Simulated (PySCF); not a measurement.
**C4H9B, SMILES `BCCC=C`: what the electrons do**

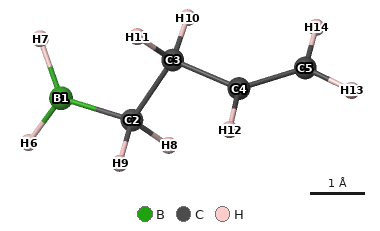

The molecule, with its atoms numbered as below. No frequency check shows the geometry to be a minimum.

Geometry (Å), atoms numbered from 1:

```
B1       2.5976    0.1646    0.1737
C2       1.1578   -0.4524    0.1381
C3       0.0239    0.4554   -0.3624
C4      -1.2895   -0.2590   -0.3476
C5      -2.3343    0.1023    0.3731
H6       3.4860   -0.4981    0.5477
H7       2.7993    1.2653   -0.1649
H8       0.9003   -0.8073    1.1427
H9       1.1748   -1.3628   -0.4717
H10     -0.0343    1.3490    0.2613
H11      0.2486    0.7703   -1.3853
H12     -1.3407   -1.1430   -0.9721
H13     -3.2589   -0.4500    0.3611
H14     -2.3104    0.9753    1.0053
```

Part 1: Bonding charge

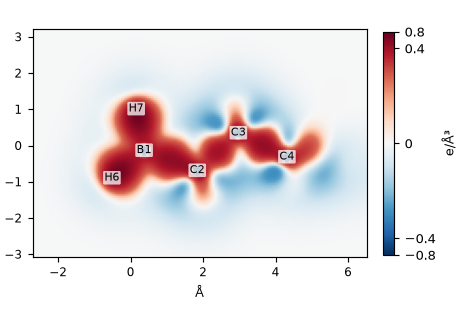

Deformation density (molecule less spherical, spin-averaged free atoms) in the plane of B1, C2, C3, C4, H6 and H7; colour scale in e/Å³, logarithmic beyond ±0.1; red: gain, blue: loss.

PySCF calculation, LDA (SVWN)/def2-SVP, gas phase; geometry: GFN2-xTB.

> Describe the bonding that the map shows.

C3–C4: +0.46 e/Å³ at the bond critical point (bond length 1.50 Å, Mayer order 1.1). B1–H6: +0.46 e/Å³ at the bond critical point (bond length 1.17 Å, Mayer order 1.0). B1–H7: +0.46 e/Å³ at the bond critical point (bond length 1.17 Å, Mayer order 1.0). B1–C2: +0.43 e/Å³ at the bond critical point (bond length 1.57 Å, Mayer order 1.1). C2–C3: +0.39 e/Å³ at the bond critical point (bond length 1.54 Å, Mayer order 1.1). In all, 3.0 electrons gather in the regions of gain relative to the promolecule.

> Where do the Hirshfeld charges lie?

The highest Hirshfeld charge is on B1 (+0.14 e), the lowest on C2 (−0.13 e).

| atom | charge (e) |
| --- | --- |
| B1 | +0.14 |
| C2 | −0.13 |
| C3 | −0.07 |
| C4 | −0.04 |
| C5 | −0.12 |
| H6 | −0.06 |
| H7 | −0.05 |
| H8 | +0.06 |
| H9 | +0.06 |
| H10 | +0.04 |
| H11 | +0.04 |
| H12 | +0.04 |
| H13 | +0.04 |
| H14 | +0.04 |

Part 2: Bond critical points

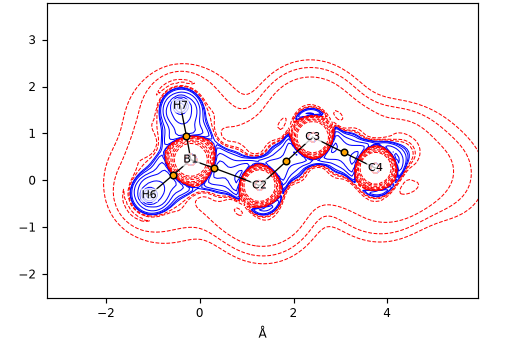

Negative Laplacian of the density (−∇²ρ) in the plane of B1, C2, C3, C4, H6 and H7 (solid blue lines positive, dashed red lines negative, contours at ±0.02 to ±8 a.u.), with bond paths and bond critical points (dots).

> Sort the bonds in the plane by the sign of ∇²ρ at their critical points.

Concentrated (∇²ρ < 0): C3–C4 (−0.57 a.u.); C2–C3 (−0.49 a.u.); B1–C2 (−0.18 a.u.); B1–H6 (−0.21 a.u.); B1–H7 (−0.21 a.u.). At none is it depleted.

> Where along B1–C2 does the critical point lie?

0.52 Å from B1 and 1.05 Å from C2.

Part 3: Local ionisation energy

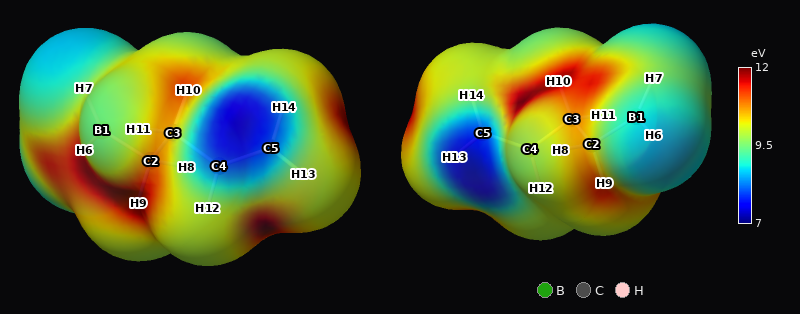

Average local ionisation energy on the surface of electron density 0.001 a.u. (back view left, front view right).

> Where are the most loosely bound electrons on this surface?

The lowest value is 7.3 eV, over C5, off the plane of its three bonds (2.0 Å). Further minima include 7.4 eV, over C5, off the plane of its three bonds (2.1 Å); 8.6 eV, 1.4 Å from H6; 9.5 eV, 1.4 Å from H11. For comparison, the highest occupied orbital lies at −6.3 eV.

> What volume does the surface enclose, and what is the dipole moment?

About 128 Å³; the dipole moment is 0.4 D.

Part 4: Localised orbitals

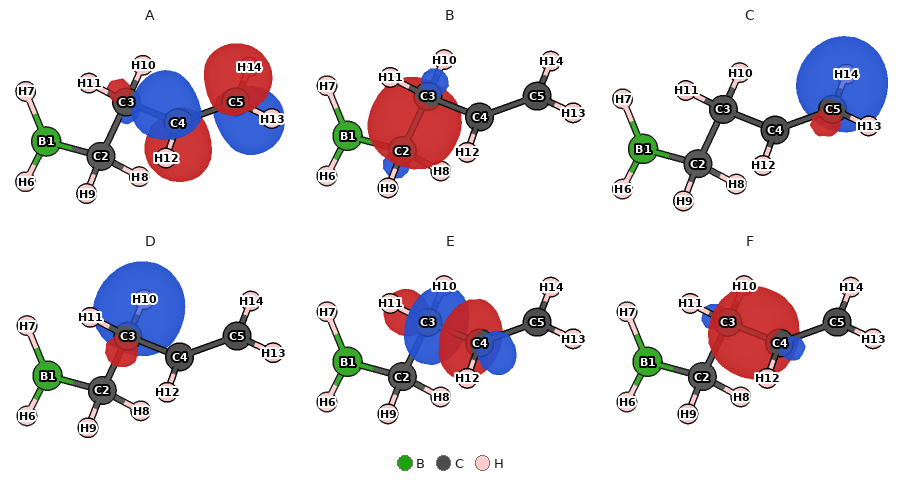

Intrinsic bond orbitals (IBO), occupied and valence-virtual; each surface holds about 85 % of the orbital's density. Energies are diagonal elements of the Fock matrix.

Computed with PySCF, PBE/def2-SVP, geometry: GFN2-xTB.

> What does each orbital represent in a Lewis picture?

By panel:
- A: σ* orbital C4–C5 (C4 51 %, C5 47 %; 0.7 eV)
- B: σ bond C3–C2 (C3 49 %, C2 49 %; −12.4 eV)
- C: σ bond C5–H14 (C5 57 %, H14 42 %; −11.7 eV)
- D: σ bond C3–H10 (C3 56 %, H10 43 %; −11.3 eV)
- E: σ* orbital C3–C4 (C3 50 %, C4 49 %; 10.2 eV)
- F: σ bond C4–C3 (C4 50 %, C3 49 %; −13.0 eV)

Part 5: Stretching a bond

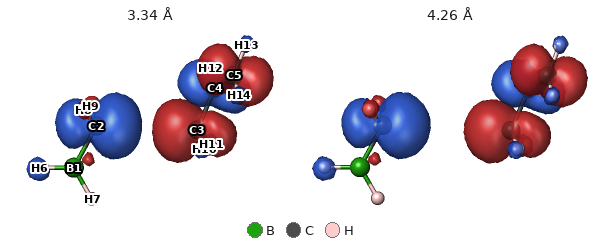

Rigid stretch of the C2–C3 bond. Broken-symmetry UHF spin density at ±0.03 e/Å³ (blue: α, red: β).

Level of theory: 6-31+G* basis (PySCF), at a geometry from GFN2-xTB.

UHF's ⟨S²⟩ passes 1 along the scan (up to 1.17), so it also polarises electrons outside the stretched bond; its energy lowering isn't due to that bond alone.

> How does the broken-symmetry solution share the spin, and how far is it from a pure singlet?

At 4.26 Å excess α spin lies mostly on C2 and excess β on C3; the two could be swapped at no cost. ⟨S²⟩ is 1.15 at 3.34 Å and 1.17 at 4.26 Å, against 0 for a pure singlet and 1 for an equal mix of singlet and triplet.

> Where does the UHF solution part from RHF?

Between 2.05 Å (⟨S²⟩ = 0, the two coincide) and 2.36 Å (⟨S²⟩ = 0.73); at 4.26 Å ⟨S²⟩ is 1.17 and UHF lies 4.4 eV below RHF.

> How much energy does the stretch cost?

By CASSCF, 3.8 eV from the lowest point of the scan (1.52 Å) to 4.26 Å; RHF gives 7.5 eV from its own lowest point. The fragments aren't relaxed and dynamic correlation is missing, so this isn't a bond dissociation energy.

The PySCF runs shown took 13 s, 18 s and 4.5 min on 1 thread of Intel(R) Xeon(R) Platinum 8259CL CPU @ 2.50GHz (Skylake/Cascade Lake) (shared host).
